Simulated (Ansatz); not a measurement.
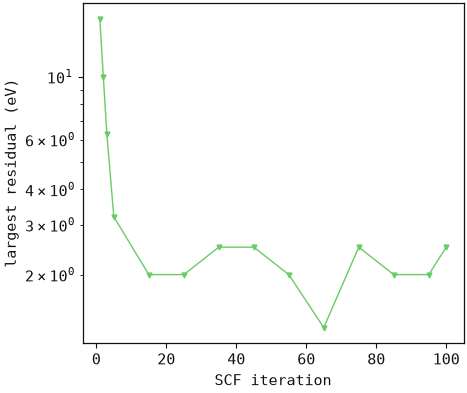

The plot shows the SCF iterations of a calculation: largest residual. Only some iterations were kept.

Program: Ansatz.

```
crystal:
  lattice:
    - [4.36, 0, 0]
    - [0, 4.36, 0]
    - [0, 0, 4.36]
  atoms:
    - { symbol: Si, position: [0.00055, 0.49806, 0.50317] }
    - { symbol: Si, position: [0.49857, 0.00251, 0.49703] }
    - { symbol: Si, position: [0.49996, 0.49948, -0.00059] }
    - { symbol: C, position: [0.24782, 0.24766, 0.24943] }
    - { symbol: C, position: [0.2511, 0.74841, 0.74838] }
    - { symbol: C, position: [0.75169, 0.24726, 0.74663] }
    - { symbol: C, position: [0.74721, 0.75004, 0.249] }
kpoints:
  mp_grid: { grid: [1, 1, 1], shift: [0, 0, 0] }
hamiltonian:
  xc: pbe
  pseudopotentials: { kind: nc }
scf:
  occupations: { method: fixed }
```

**Did the calculation converge?**

The run gave up at step 100 without converging. The residual stalls around 2 from about step 5 on.

**Read the residual at the first and at the last step drawn.**

It starts near 16 and ends near 2.5 eV.
